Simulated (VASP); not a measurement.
Band structure of Te2W (space group P6_3/mmc). All values below come from PBEsol GGA, VASP's PBE PAW potentials (set 64) (plane waves; VASP).

Without a dispersion term in the relaxation, distances and binding between the weakly bound layers, chains or molecules are unreliable, and so is what depends on them. Unless said otherwise, spin-orbit coupling is left out, though it shifts the bands of the heavy elements here.

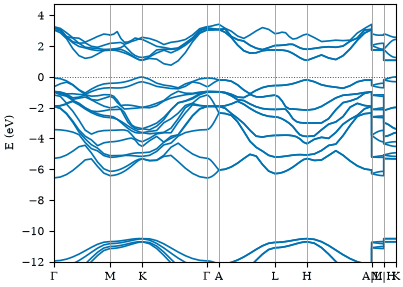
Fig. 1. Bands along high-symmetry lines, zero at the valence-band maximum or, without a gap, the Fermi level

Read the plot: is there a gap, and where are the band edges?

The gap is indirect, 0.76 eV, from the valence maximum at K to the conduction minimum at K-Γ at 0.44. (Edges off the drawn lines would not show.)

The structure comes from a computed database's Te2W entry (P6_3/mmc); how it stands against other phases isn't given here. It was relaxed first, which changed the volume by -9 %.
